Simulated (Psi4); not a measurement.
# [SnH3]− (SMILES [H][Sn-]([H])[H]) at HF/3-21G

What is the energy change on altering one bond length of [SnH3]− at HF/3-21G? 

Program for the calculation: Psi4 1.11.

## Step 1: The structure to begin with

[SnH3]−: 4 atoms, total charge -1, spin state singlet. As SMILES, `[H][Sn-]([H])[H]`. The shape comes from GFN2-xTB, which is rough for such elements, and wasn't checked as a minimum.

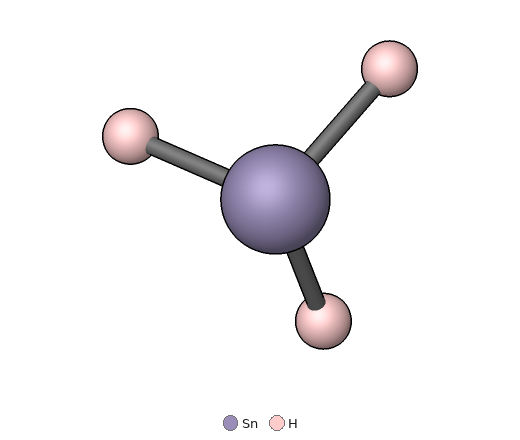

Viewed from a chosen angle; tin purple, hydrogen pink.

## Step 2: Energy and gradient at HF/3-21G

The input, input.json:

```json
{
  "schema_name": "qcschema_input",
  "schema_version": 1,
  "molecule": {
    "schema_name": "qcschema_molecule",
    "schema_version": 2,
    "symbols": ["Sn", "H", "H", "H"],
    "geometry": [-0.01205645, 0.01082813, 1.49603948, 3.09497455, -0.0634948, -0.47554958, -1.4869499, 2.70705157, -0.5298981, -1.5959493, -2.6543849, -0.4905918],
    "molecular_charge": -1,
    "molecular_multiplicity": 1,
    "fix_symmetry": "c1",
    "fix_com": true,
    "fix_orientation": true
  },
  "driver": "gradient",
  "model": {
    "method": "scf",
    "basis": "3-21G"
  },
  "keywords": {
    "puream": true,
    "e_convergence": 1e-09,
    "d_convergence": 1e-08,
    "scf_type": "pk"
  }
}
```

Command:

```sh
$ psi4 --qcschema input.json -n 1 --memory 1600MB
```

stdout:

```text
[...]
  Running in c1 symmetry.
[...]
  Nuclear repulsion =   41.307032637419091
[...]
  Multiplicity = 1
[...]
  Nalpha       = 27
  Nbeta        = 27
[...]
    Number of basis functions: 37
[...]
   @RHF iter   1: -5997.47260164568434   -3.42917e+00   1.86674e-02 ADIIS/DIIS
[...]
   @RHF iter   9: -5997.97376923906722   -6.36646e-12   2.65195e-09 DIIS
[...]
    Orbital Energies [Eh]
    ---------------------
    Doubly Occupied:
       1A   -1034.628293     2A   -155.972978     3A   -145.118068
       4A   -145.118068     5A   -145.117801     6A    -31.283057
       7A    -26.657823     8A    -26.657822     9A    -26.656458
      10A    -18.824415    11A    -18.824414    12A    -18.823173
      13A    -18.823171    14A    -18.822634    15A     -5.295019
      16A     -3.678361    17A     -3.678354    18A     -3.673623
      19A     -1.163293    20A     -1.163290    21A     -1.158122
      22A     -1.158111    23A     -1.155330    24A     -0.375737
      25A     -0.182793    26A     -0.182657    27A     -0.075386
[...]
  @RHF Final Energy: -5997.97376923906722
   => Energetics <=
    Nuclear Repulsion Energy =             41.3070326374190913
    One-Electron Energy =               -8370.0250987263498246
    Two-Electron Energy =                2330.7442968498626215
    Total Energy =                      -5997.9737692390672237
[...]
 Multipole Moments:
 ------------------------------------------------------------------------------------
     Multipole            Electronic (a.u.)      Nuclear  (a.u.)        Total (a.u.)
 ------------------------------------------------------------------------------------
 L = 1.  Multiply by 2.5417464519 to convert [e a0] to [Debye]
 Dipole X            :          0.5968128           -0.5907472            0.0060656
 Dipole Y            :         -0.5358115            0.5305784           -0.0052331
 Dipole Z            :        -74.0700841           73.3059345           -0.7641496
 Magnitude           :                                                    0.7641916
[...]
  -Total Gradient:
     Atom            X                  Y                   Z
    ------   -----------------  -----------------  -----------------
       1       -0.000276649176     0.000246248801     0.031967865110
       2        0.016634750726    -0.000362495079    -0.010540730869
       3       -0.007850685409     0.014504080206    -0.010813826295
       4       -0.008507416147    -0.014387833924    -0.010613307403
[...]
```

The result, in JSON:

```text
{
 "driver": "gradient",
 "model": {
  "method": "scf",
  "basis": "3-21G"
 },
 "success": true,
 "return_result": [-0.00027664917591944753, 0.00024624880129188085, 0.0319678651100834, 0.016634750725982347, -0.00036249507919875476, -0.01054073086871865, -0.00785068540912287, 0.014504080205910805, -0.01081382629534798, -0.008507416146574381, -0.014387833924484686, -0.010613307403215685],
 "properties": {
  "calcinfo_nbasis": 37,
  "calcinfo_nmo": 37,
  "calcinfo_nalpha": 27,
  "calcinfo_nbeta": 27,
  "calcinfo_natom": 4,
  "nuclear_repulsion_energy": 41.30703263741909,
  "return_energy": -5997.973769239067,
  "return_gradient": [-0.00027664917591944753, 0.00024624880129188085, 0.0319678651100834, 0.016634750725982347, -0.00036249507919875476, -0.01054073086871865, -0.00785068540912287, 0.014504080205910805, -0.01081382629534798, -0.008507416146574381, -0.014387833924484686, -0.010613307403215685],
  "scf_one_electron_energy": -8370.02509872635,
  "scf_two_electron_energy": 2330.7442968498626,
  "scf_dipole_moment": [0.006065638947873264, -0.005233083429434626, -0.7641495806806802],
  "scf_total_energy": -5997.973769239067,
  "scf_total_gradient": [-0.00027664917591944753, 0.00024624880129188085, 0.0319678651100834, 0.016634750725982347, -0.00036249507919875476, -0.01054073086871865, -0.00785068540912287, 0.014504080205910805, -0.01081382629534798, -0.008507416146574381, -0.014387833924484686, -0.010613307403215685],
  "scf_iterations": 9
 }
}
```

It took 2.7 s on 1 thread of Intel Xeon Platinum 8259CL at 2.50GHz (Skylake/Cascade Lake), shared host; peak memory 0.19 GiB.

## Step 3: The distorted shape: a single-point energy at HF/3-21G

The input, h3sn.xyz:

```xyz
4
H3Sn
Sn    -0.499672     0.017530     1.104692
H      1.637790    -0.033600    -0.251650
H     -1.280152     1.444310     0.032612
H     -1.337832    -1.392840     0.053412
```

The input, h3sn.py:

```python
import psi4

psi4.set_memory(1600000000)
psi4.set_num_threads(1)
psi4.set_output_file('run.log', False)

with open('h3sn.xyz') as f:
    atoms = ''.join(f.readlines()[2:])
geom = psi4.geometry('-1 1\n' + atoms + 'symmetry c1')

psi4.set_options({
    'puream': True,
    'e_convergence': 1e-09,
    'd_convergence': 1e-08,
    'scf_type': 'pk',
})

E, wfn = psi4.energy('hf/3-21G', return_wfn=True)
psi4.oeprop(wfn, 'DIPOLE', 'MAYER_INDICES', 'QUADRUPOLE')
print(f'total energy {E:.8f} hartree = {E * 27.211386:.5f} eV')
for k, v in sorted(psi4.core.scalar_variables().items()):
    print(f'{k:45s} {v:18.10f}')
```

Command:

```sh
$ python h3sn.py
```

run.log:

```text
[...]
  Running in c1 symmetry.
[...]
  Nuclear repulsion =   38.120716706459042
[...]
  Multiplicity = 1
[...]
  Nalpha       = 27
  Nbeta        = 27
[...]
    Number of basis functions: 37
[...]
   @RHF iter   1: -5997.34468618799019   -3.45710e+00   1.96410e-02 DIIS/ADIIS
[...]
   @RHF iter  10: -5997.93358429919772    4.54747e-12   2.72285e-09 DIIS
[...]
    Orbital Energies [Eh]
    ---------------------
    Doubly Occupied:
       1A   -1034.657014     2A   -156.001050     3A   -145.146268
       4A   -145.146065     5A   -145.145843     6A    -31.310311
       7A    -26.685361     8A    -26.684557     9A    -26.683427
      10A    -18.851893    11A    -18.851745    12A    -18.850686
      13A    -18.850028    14A    -18.849670    15A     -5.320742
      16A     -3.703997    17A     -3.702846    18A     -3.698849
      19A     -1.187636    20A     -1.187622    21A     -1.182931
      22A     -1.182639    23A     -1.180062    24A     -0.370539
      25A     -0.196505    26A     -0.140941    27A     -0.087801
[...]
  @RHF Final Energy: -5997.93358429919772
   => Energetics <=
    Nuclear Repulsion Energy =             38.1207167064590422
    One-Electron Energy =               -8362.3945478950754477
    Two-Electron Energy =                2326.3402468894187223
    Total Energy =                      -5997.9335842991986283
[...]
 Multipole Moments:
 ------------------------------------------------------------------------------------
     Multipole            Electronic (a.u.)      Nuclear  (a.u.)        Total (a.u.)
 ------------------------------------------------------------------------------------
 L = 1.  Multiply by 2.5417464519 to convert [e a0] to [Debye]
 Dipole X            :         -1.4162230            0.5544059           -0.8618171
 Dipole Y            :          0.0627543           -0.0371013            0.0256530
 Dipole Z            :          4.8939181           -3.7183609            1.1755572
 Magnitude           :                                                    1.4578482
 L = 2.  Multiply by 1.3450342976 to convert [e a0^2] to [Debye ang]
 Quadrupole XX       :        -52.8727217           20.9869702          -31.8857515
 Quadrupole XY       :          0.2124012           -0.1446809            0.0677203
[...]
```

The script printed:

```text
total energy -5997.93358430 hartree = -163212.08596 eV
CURRENT ENERGY                                  -5997.9335842992
CURRENT REFERENCE ENERGY                        -5997.9335842992
DD SOLVATION ENERGY                                 0.0000000000
HF KINETIC ENERGY                                6011.2688805125
HF POTENTIAL ENERGY                            -12009.2024648117
HF TOTAL ENERGY                                 -5997.9335842992
HF VIRIAL RATIO                                     1.9977816171
NUCLEAR REPULSION ENERGY                           38.1207167065
ONE-ELECTRON ENERGY                             -8362.3945478951
PCM POLARIZATION ENERGY                             0.0000000000
PE ENERGY                                           0.0000000000
SCF ITERATION ENERGY                            -5997.9335842992
SCF ITERATIONS                                     10.0000000000
SCF TOTAL ENERGY                                -5997.9335842992
TWO-ELECTRON ENERGY                              2326.3402468894
```

Wall time 2.1 s (1 thread of Intel Xeon Platinum 8259CL at 2.50GHz (Skylake/Cascade Lake), shared host); peak memory 0.18 GiB.

## Step 4: Results

At HF/3-21G:

```
                                                              quantity           value
                                             first shape: total energy  -5997.97377 Eh
                                              first shape: HOMO energy        -2.05 eV
                                              first shape: LUMO energy         8.48 eV
    first shape: HOMO–LUMO gap (to an unbound level, set by the basis)        10.53 eV
                                 first shape: largest force on an atom      1.644 eV/Å
                                         distorted shape: total energy  -5997.93358 Eh
                                          distorted shape: HOMO energy        -2.39 eV
                                          distorted shape: LUMO energy         7.18 eV
distorted shape: HOMO–LUMO gap (to an unbound level, set by the basis)         9.56 eV
    energy change with the Sn1–H2 bond stretched from 1.948 to 2.532 Å        1.093 eV
```

In words: With the Sn1–H2 bond stretched from 1.948 to 2.532 Å the energy rises by 1.09 eV (25 kcal/mol). The first shape isn't relaxed at this level, so the change isn't measured from a minimum. The largest force (first shape) is 1.64 eV/Å: the shape isn't a stationary point for this species at this level. Relativity is left out (first shape) although the molecule holds a heavy atom. Relativity is left out (distorted shape) although the molecule holds a heavy atom.
